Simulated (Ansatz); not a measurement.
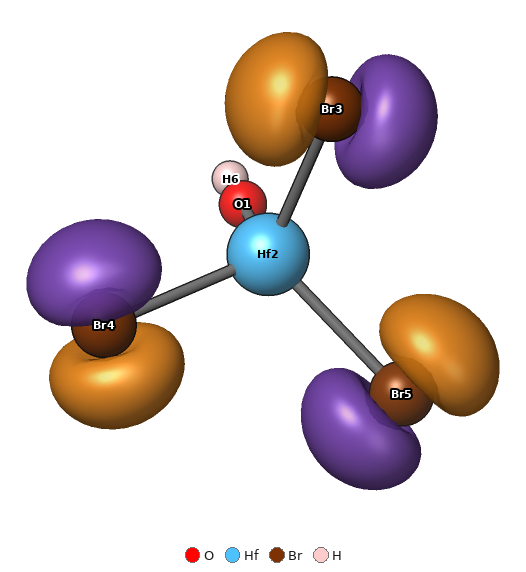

*Br3HHfO. The HOMO at ±0.15 Å⁻³ᐟ² (orange and purple are the two phases), seen at an oblique angle.*

Geometry: PBE0-D4/def2-TZVP; core potentials replace the inner electrons of Hf.

Computed with RKS PBE0-D4/def2-TZVPP (Ansatz 0.2.0).

```yaml
atoms:
  - { symbol: O, position_ang: [-0.7428, 0.2405, 1.2784] }
  - { symbol: Hf, position_ang: [0.1879, -0.0610, -0.3232] }
  - { symbol: Br, position_ang: [2.5480, -0.6505, 0.2087] }
  - { symbol: Br, position_ang: [-0.8983, -1.9343, -1.5525] }
  - { symbol: Br, position_ang: [0.1206, 2.0109, -1.7027] }
  - { symbol: H, position_ang: [-1.2154, 0.3944, 2.0913] }
```

Question: Where does this orbital lie, and at what energy?

Answer: It lies mainly on Br3 (about 30 %), Br4 (about 30 %) and Br5 (about 30 %); largely a combination of lone pairs on Br3, Br4 and Br5. Its energy is −8.56 eV.
